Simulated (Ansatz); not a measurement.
```xyz
10

N    -1.5258   -0.5040   -0.9446
Si   -0.2631   -0.5899    0.2364
Cl    1.5077   -1.6656   -0.3694
B     0.5365    1.2331    0.7018
O     1.8787    1.3984    0.6076
H    -1.4113    0.0910   -1.7661
H    -2.0474   -1.3493   -1.1820
H    -0.8088   -1.4244    1.3536
H    -0.0988    2.1911    1.0688
H     2.3153    0.5683    0.2965
```

All numbers below come from RKS PBE/6-31G* in Ansatz 0.2.0.

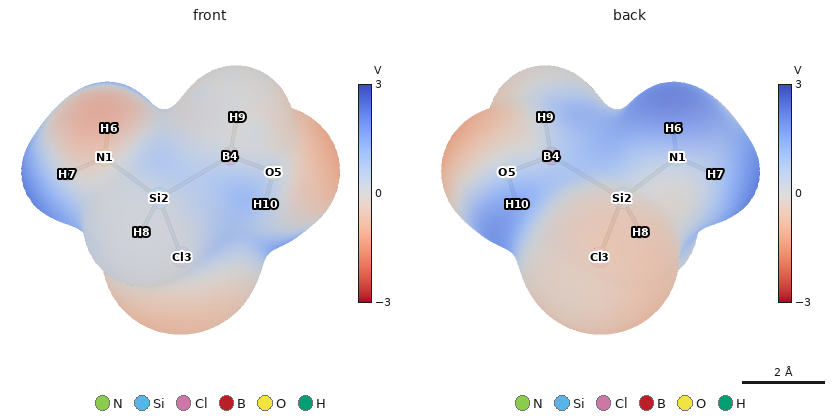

BClH$_{5}$NOSi. The molecular electrostatic potential painted on the density surface at 0.002 e/bohr³, seen from the front and from behind; the colour scale runs from red (negative) to blue (positive).

**Where is the surface potential most negative and most positive?**

The most negative region (about −1.1 V) lies over O5, the most positive (about +2.1 V) over H6 and H7. O5 is the likeliest acceptor of a hydrogen bond.
